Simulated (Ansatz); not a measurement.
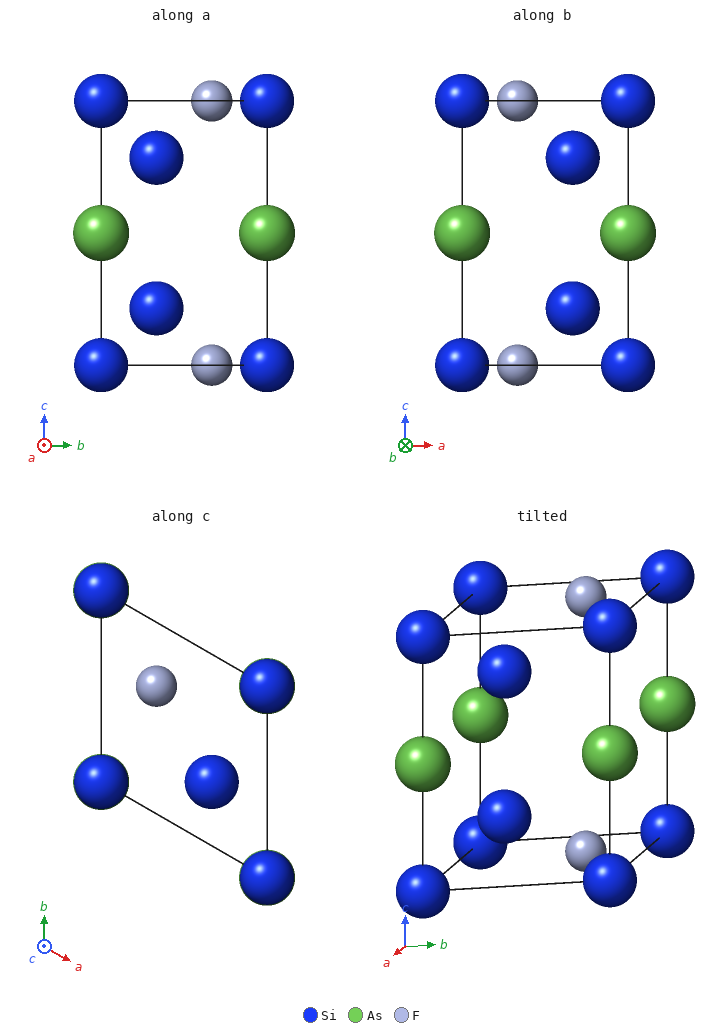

A spheres-only rendering, viewed along the a axis, along the b axis, along the c axis and slightly off an axis. The lines enclose the conventional unit cell; boundary atoms appear with their images.

Lattice parameters: a = 4.1087 Å, b = 4.1087 Å, c = 5.6672 Å, α = 90.000°, β = 90.000°, γ = 120.000°.

Question: Convert the drawing into a CIF in P1 with every atom of the cell, with free fractional coordinates to two decimals.

Answer:
```cif
data_structure
_symmetry_space_group_name_H-M 'P 1'
_symmetry_Int_Tables_number 1
_cell_length_a 4.1087
_cell_length_b 4.1087
_cell_length_c 5.6672
_cell_angle_alpha 90.000
_cell_angle_beta 90.000
_cell_angle_gamma 120.000
_cell_volume 82.85
loop_
_atom_site_label
_atom_site_type_symbol
_atom_site_fract_x
_atom_site_fract_y
_atom_site_fract_z
_atom_site_occupancy
Si1 Si 0.6667 0.3333 0.22 1
Si2 Si 0.6667 0.3333 0.78 1
Si3 Si 0.00 0.00 0.00 1
As1 As 0.00 0.00 0.50 1
F1 F 0.3333 0.6667 0.00 1
```

Origin of the cell: a structure type filled with these elements by a generator (whether the compound takes this form wasn't checked). A relaxation with Ansatz 0.2.0, DFT PBE, scalar-relativistic, plane waves, PAW gave the geometry drawn.
